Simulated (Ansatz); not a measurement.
# CCSDT(Q)/STO-3G run of S2O (Disulfur monoxide)

Aim: the vertical ionisation energy of S2O (Disulfur monoxide) at CCSDT(Q)/STO-3G, from 2 runs. 

Program for the calculation: Ansatz 0.2.0.

54 further runs of the same task are left out: 21 that didn't finish, 33 set aside as unsound or not needed.

### Step 1. The system as given

S2O: 3 atoms, total charge 0, spin state singlet. SMILES: `O=S=S`. The coordinates come from a PBE0-D4/def2-TZVP relaxation.

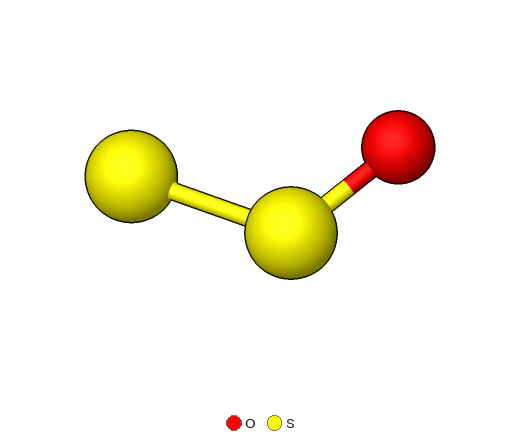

The structure, seen from a chosen angle (oxygen red, sulfur yellow).

### Step 2. The energy at CCSDT(Q)/STO-3G

Input file run.yaml:

```yaml
crystal:
  periodic: [false, false, false]
  atoms:
    - symbol: O
      position_ang: [0.451630, 1.204020, 0.493170]
    - symbol: S
      position_ang: [0.529120, -0.205510, 0.148940]
    - symbol: S
      position_ang: [-0.980740, -0.998510, -0.642110]
basis:
  gaussian:
    orbitals: STO-3G
correlation:
  method: ccsdt_q
  frozen_orbitals: {O: 1, S: 5}
accuracy: high
scf:
  omitted_lower_state_checks: [cluster_reference, increment]
```

Run with:

```console
$ ansatz run run.yaml --threads 1 --pin off --max-ram 3480MiB --events-out events.jsonl --progress --plain --runs-dir runs
```

Log (excerpt; [...] marks lines left out):

```text
Warning: RAYON_NUM_THREADS=1 ignored (pool sized by the plan → 1); use --threads N
Functional definition: HF
  name "HF"
[...]
412 factors; integrals over basis functions are off by at most 2.5e-8 eV
[...]
mean field -23401.87317990 eV, -860.0029770021 hartree, gradient 2.5e-8 eV, S^2 0.000000; 3 other end points of the search recorded, 0 dependent functions left out; unrestricted orbitals would lower it
11 core orbitals not correlated: weight in the atoms' cores, before any rotation towards them, 1.000 or more for the frozen orbitals, at most 0.000 for the correlated occupied ones
reference -23401.87317990 eV, -860.0029770021 hartree; 9, 9 occupied and 3, 3 virtual orbitals, 412 factors
second order -4.38150157 eV of doubles, -0.00000000 eV of singles
cycle   1  -4.06240447 eV  change   -3.9e-1 eV  update   1.2e-1
[...]
cycle  34  -4.97679795 eV  change    1.2e-9 eV  update  5.8e-10
perturbative correction -0.03075330 eV, -0.0011301629 hartree
WARN: these amplitudes may be one of several solutions (largest doubles amplitude 0.35, level shift 3.21 eV)
Total energy: -23406.88073115 eV, -860.1870011161 hartree
Checks for a lower state left out: cluster_reference, increment
```

It took 0.81 s on 1 thread of Arm Neoverse V1, shared host.

### Step 3. The doublet cation

Input file job.yaml:

```yaml
crystal:
  periodic: [false, false, false]
  atoms:
    - symbol: O
      position_ang: [0.451630, 1.204020, 0.493170]
    - symbol: S
      position_ang: [0.529120, -0.205510, 0.148940]
    - symbol: S
      position_ang: [-0.980740, -0.998510, -0.642110]
basis:
  gaussian:
    orbitals: STO-3G
magnetization:
  spin_polarized: true
  initial_magnetization: 1
correlation:
  method: ccsdt_q
  frozen_orbitals: {O: 1, S: 5}
accuracy: high
total_charge: 1
scf:
  omitted_lower_state_checks: [cluster_reference, increment]
```

Run with:

```console
$ ansatz run job.yaml --threads 1 --pin off --max-ram 3480MiB --events-out events.jsonl --progress --plain --runs-dir runs
```

Log (excerpt; [...] marks lines left out):

```text
Warning: RAYON_NUM_THREADS=1 ignored (pool sized by the plan → 1); use --threads N
[... 2 set-up lines as earlier in the session ...]
[...]
412 factors; integrals over basis functions are off by at most 2.5e-8 eV
[...]
mean field -23397.92964788 eV, -859.8580548732 hartree, gradient 2.7e-8 eV, S^2 1.587939; 21 other end points of the search recorded, 0 dependent functions left out
11 core orbitals not correlated: weight in the atoms' cores, before any rotation towards them, 1.000 or more for the frozen orbitals, at most 0.000 for the correlated occupied ones
reference -23397.92964788 eV, -859.8580548732 hartree; 9, 8 occupied and 3, 4 virtual orbitals, 412 factors
second order -2.01564810 eV of doubles, -0.00000000 eV of singles
cycle   1  -2.33106120 eV  change   -3.2e-1 eV  update   1.1e-1
[...]
cycle  75  -3.62052743 eV  change   -1.9e-9 eV  update  9.2e-10
perturbative correction -0.07869436 eV, -0.0028919644 hartree
Total energy: -23401.62886968 eV, -859.9939987668 hartree
Checks for a lower state left out: cluster_reference, increment
```

It took 5.7 s on 1 thread of Arm Neoverse V1, shared host; peak memory 0.17 GiB.

### Step 4. What came out

At CCSDT(Q)/STO-3G, 11 core orbitals frozen:

| quantity | value |
| --- | --- |
| singlet S2O: total energy | -860.18700 Eh |
| singlet S2O: correlation energy (11 core orbitals frozen) | -184.0 mEh |
| singlet S2O: T1 diagnostic | 0.034 |
| doublet cation: total energy | -859.99400 Eh |
| doublet cation: correlation energy (11 core orbitals frozen) | -135.9 mEh |
| doublet cation: ⟨S²⟩ of the reference determinant | 1.588 |
| doublet cation: T1 diagnostic | 0.104 |
| vertical ionisation energy (to the doublet cation) | 5.252 eV |

In words: Removing an electron at fixed nuclei costs 5.25 eV (121 kcal/mol). In a minimal basis such a difference can be off by several eV, whatever the method. The T1 diagnostic (singlet S2O) of 0.034 is above the customary mark for such species, so a single reference may not serve. The restricted solution (singlet S2O) is unstable to spin breaking: an unrestricted one lies lower. ⟨S²⟩ (doublet cation) is 1.59 where a pure doublet has 0.75: the reference is spin-contaminated. The T1 diagnostic (doublet cation) of 0.104 is above the customary mark for such species, so a single reference may not serve.
